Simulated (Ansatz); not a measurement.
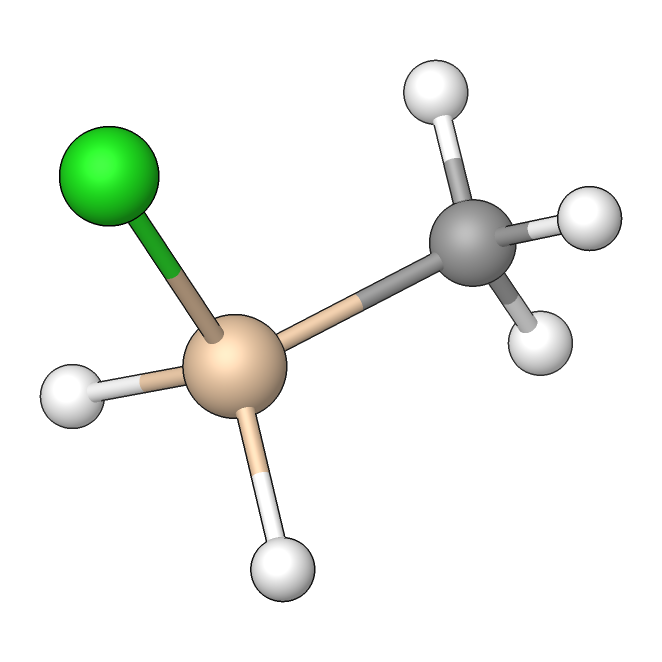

Rendered structure (ball-and-stick style). Every bond is drawn as one stick, whatever its order. Colours: carbon grey, silicon light orange, chlorine green, hydrogen white.

The geometry was computed by an optimisation with PBE0-D4/def2-TZVP. No frequency run is at hand to confirm it as a minimum.

Give the formula.

Answer. CH₅ClSi, 8 atoms: 1 carbon, 5 hydrogen, 1 chlorine and 1 silicon.

How many atoms are distinct by symmetry?

Answer. 6: 1 C, 1 Si, 1 Cl, 1 H, 2 H, 2 H.

The parts below concern this one geometry. Atoms keep their numbers from picture to picture.

**Shape**

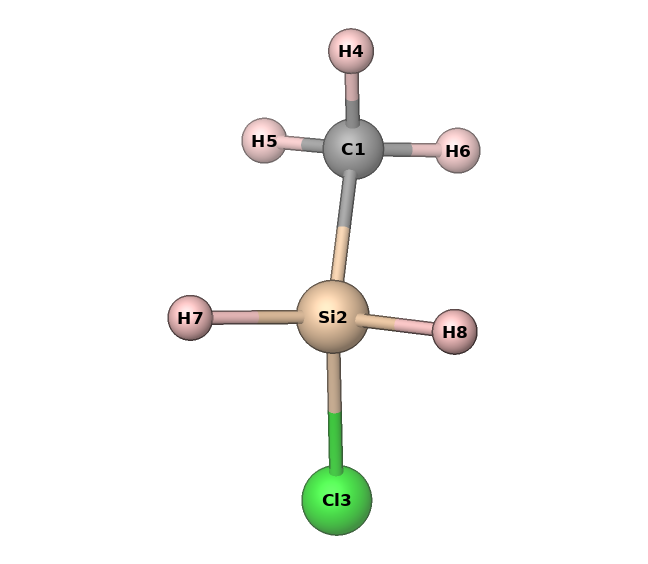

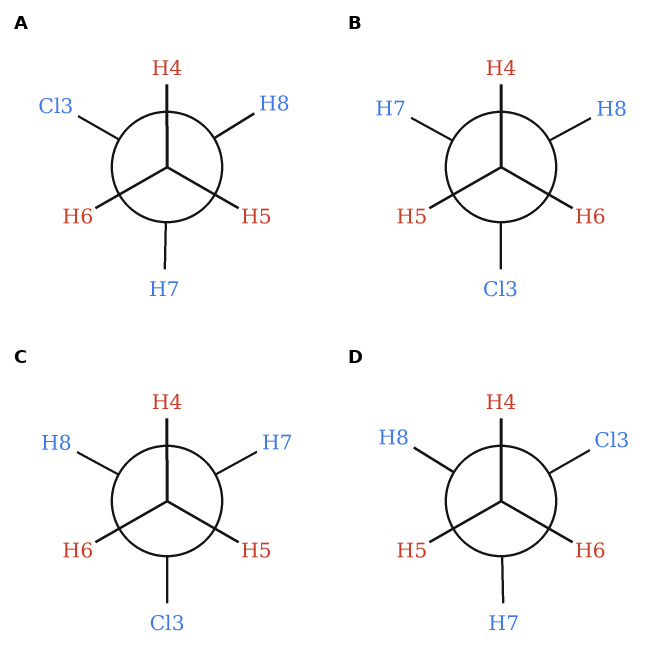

Depth is shown by fading: the farther an atom, the more it takes the colour of the background. Bonds that would overlap in a projection are set slightly apart. No frequency run is at hand to confirm it as a minimum.

Which Newman projection shows the view along C1–Si2, with C1 in front?

Answer. C. The torsion angle H4–C1–Si2–Cl3 is 180°, antiperiplanar (anti).

**Dipole moment**

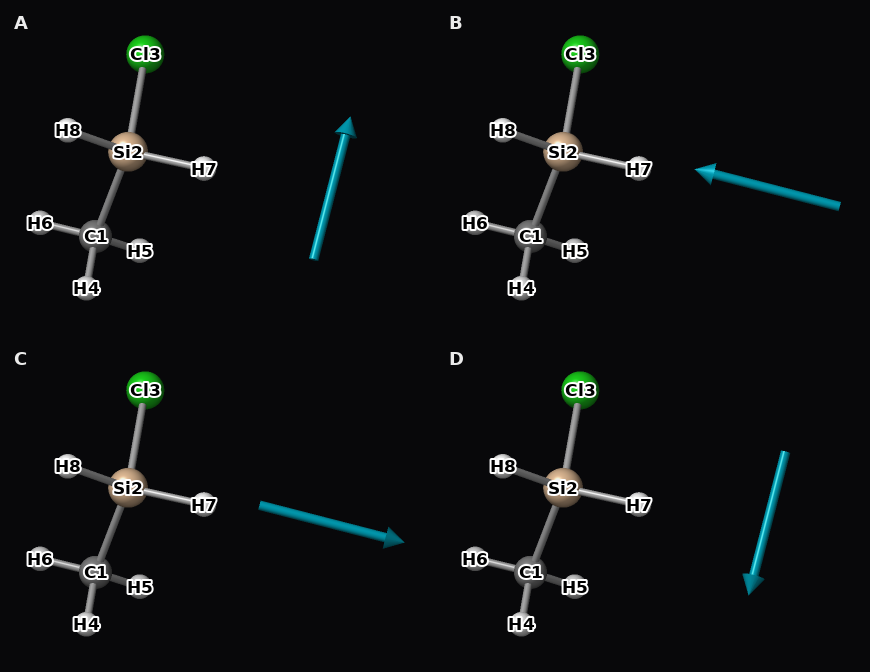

The same molecule four times, each with an arrow. No frequency run is at hand to confirm it as a minimum. Level of theory: RKS PBE0-D4/def2-TZVP (Ansatz 0.2.0).

Which arrow points along the dipole moment, from the negative to the positive end?

Answer. D. The dipole moment is 1.87 D; it points from the side of Cl3 to the side of H4 (the outermost atoms at the two ends).

**Electronic properties**

No frequency run is at hand to confirm it as a minimum. Method: RKS PBE0-D4/def2-TZVPP (Ansatz 0.2.0).

What is the LUMO energy (Kohn–Sham orbital)?

Answer. 0.46 eV.

Estimate the HOMO energy (Kohn–Sham orbital).

Answer. −8.75 eV.

Estimate the dispersion correction.

Answer. −11.9 kJ/mol.

**Charges**

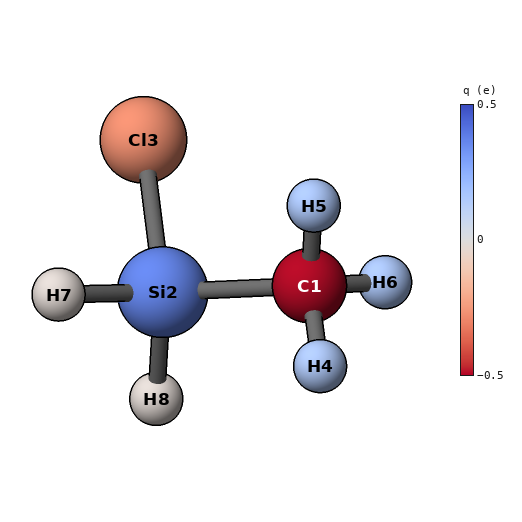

Atoms are coloured by their Mulliken charges. No frequency run is at hand to confirm it as a minimum. Method: RKS PBE0-D4/def2-TZVP (Ansatz 0.2.0).

Which atom carries the highest charge (most positive or least negative)?

Answer. Si2 (0.36 e).

And the lowest?

Answer. C1 (−0.49 e).

List the Mulliken charges.

| atom | value (e) |
| --- | --- |
| C1 | −0.49 |
| Si2 | 0.36 |
| Cl3 | −0.27 |
| H4 | 0.14 |
| H5 | 0.15 |
| H6 | 0.15 |
| H7 | −0.02 |
| H8 | −0.02 |

Mulliken values depend strongly on the basis set and can even reverse the polarity of a bond.
